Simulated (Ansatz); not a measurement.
# CH4Si (SMILES C[SiH]): CCSD/STO-3G

Aim: the vertical singlet–triplet gap of CH4Si at CCSD/STO-3G, from 2 runs. 

Program for the calculation: Ansatz 0.2.0.

47 further runs of the same task are left out: 47 set aside as unsound or not needed.

## Step 1: The system as given

CH4Si has 6 atoms, charge 0, and is taken as a singlet. SMILES: `C[SiH]`. The shape is that of a PBE0-D4/def2-TZVP optimisation.

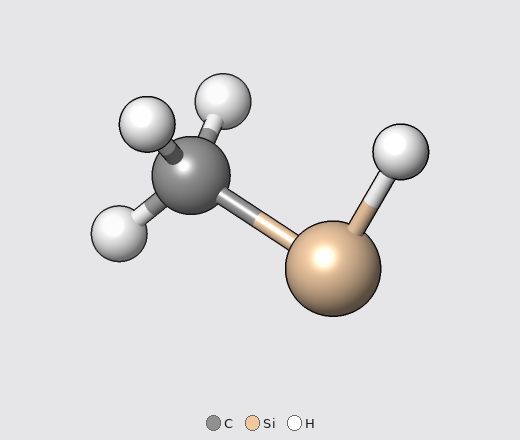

Viewed from a chosen angle; carbon grey, silicon light orange, hydrogen white.

## Step 2: The energy at CCSD/STO-3G

Contents of input.yaml:

```yaml
crystal:
  periodic: [false, false, false]
  atoms:
    - {symbol: C, position_ang: [-0.093500, -0.366000, -0.370300]}
    - {symbol: Si, position_ang: [0.917300, 0.209800, 1.122300]}
    - {symbol: H, position_ang: [-1.156900, -0.410100, -0.102200]}
    - {symbol: H, position_ang: [0.215000, -1.335600, -0.763000]}
    - {symbol: H, position_ang: [-0.024000, 0.382000, -1.170800]}
    - {symbol: H, position_ang: [0.142200, 1.520000, 1.284000]}
basis:
  gaussian: {orbitals: STO-3G}
magnetization: {spin_polarized: false, initial_magnetization: 0}
correlation: {method: ccsd, frozen_orbitals: {C: 1, H: 0, Si: 5}}
accuracy: high
scf: {omitted_lower_state_checks: [cluster_reference, increment]}
```

Launch:

```bash
$ ansatz run input.yaml --threads 1 --pin off --max-ram 2610MiB --events-out events.jsonl --progress --plain --runs-dir runs
```

Output, shortened:

```text
Warning: RAYON_NUM_THREADS=1 ignored (pool sized by the plan → 1); use --threads N
Functional definition: HF
  name "HF"
[...]
311 factors; integrals over basis functions are off by at most 1.2e-8 eV
[...]
mean field -8850.87368916 eV, -325.2636087388 hartree, gradient 7.3e-8 eV, S^2 0.000000; 0 other end points of the search recorded, 0 dependent functions left out; unrestricted orbitals would lower it
6 core orbitals not correlated: weight in the atoms' cores, before any rotation towards them, 1.000 or more for the frozen orbitals, at most 0.000 for the correlated occupied ones
reference -8850.87368916 eV, -325.2636087388 hartree; 6, 6 occupied and 6, 6 virtual orbitals, 311 factors
second order -2.29030389 eV of doubles, -0.00000000 eV of singles
cycle   1  -2.86874421 eV  change   -5.8e-1 eV  update   6.5e-2
[...]
cycle  18  -3.21084835 eV  change   1.1e-11 eV  update  7.7e-10
Total energy: -8854.08453750 eV, -325.3816052392 hartree
Checks for a lower state left out: cluster_reference, increment
```

Wall time 0.12 s (1 thread of Arm Neoverse V2, shared host).

## Step 3: The triplet, same level

Contents of job.yaml:

```yaml
crystal:
  periodic: [false, false, false]
  atoms:
    - {symbol: C, position_ang: [-0.093500, -0.366000, -0.370300]}
    - {symbol: Si, position_ang: [0.917300, 0.209800, 1.122300]}
    - {symbol: H, position_ang: [-1.156900, -0.410100, -0.102200]}
    - {symbol: H, position_ang: [0.215000, -1.335600, -0.763000]}
    - {symbol: H, position_ang: [-0.024000, 0.382000, -1.170800]}
    - {symbol: H, position_ang: [0.142200, 1.520000, 1.284000]}
basis:
  gaussian: {orbitals: STO-3G}
magnetization: {spin_polarized: true, initial_magnetization: 2}
correlation: {method: ccsd, frozen_orbitals: {C: 1, H: 0, Si: 5}}
accuracy: high
scf: {omitted_lower_state_checks: [cluster_reference, increment]}
```

Launch:

```bash
$ ansatz run job.yaml --threads 1 --pin off --max-ram 2610MiB --events-out events.jsonl --progress --plain --runs-dir runs
```

Output, shortened:

```text
Warning: RAYON_NUM_THREADS=1 ignored (pool sized by the plan → 1); use --threads N
[... 2 set-up lines as earlier in the session ...]
[...]
311 factors; integrals over basis functions are off by at most 1.2e-8 eV
[...]
mean field -8849.60323358 eV, -325.2169203574 hartree, gradient 2.7e-8 eV, S^2 2.001993; 0 other end points of the search recorded, 0 dependent functions left out
6 core orbitals not correlated: weight in the atoms' cores, before any rotation towards them, 1.000 or more for the frozen orbitals, at most 0.000 for the correlated occupied ones
reference -8849.60323358 eV, -325.2169203574 hartree; 7, 5 occupied and 5, 7 virtual orbitals, 311 factors
second order -2.06706398 eV of doubles, -0.00000000 eV of singles
cycle   1  -2.59238244 eV  change   -5.3e-1 eV  update   5.8e-2
[...]
cycle  21  -2.89406007 eV  change   6.6e-10 eV  update  8.4e-10
Total energy: -8852.49729365 eV, -325.3232751033 hartree
Checks for a lower state left out: cluster_reference, increment
```

It took 0.16 s on 1 thread of Arm Neoverse V2, shared host.

## Step 4: Results

Level: CCSD/STO-3G, 6 core orbitals frozen.

```
                                            quantity          value
                               singlet: total energy  -325.38161 Eh
singlet: correlation energy (6 core orbitals frozen)     -118.0 mEh
                              singlet: T1 diagnostic          0.007
                               triplet: total energy  -325.32328 Eh
triplet: correlation energy (6 core orbitals frozen)     -106.4 mEh
          triplet: ⟨S²⟩ of the reference determinant          2.002
                              triplet: T1 diagnostic          0.006
    vertical energy of the triplet above the singlet       1.587 eV
```

What this shows: At this shape the triplet lies 1.59 eV (153 kJ/mol) above the singlet. In a minimal basis such a difference can be off by several eV, whatever the method. The restricted solution (singlet) is unstable to spin breaking: an unrestricted one lies lower.
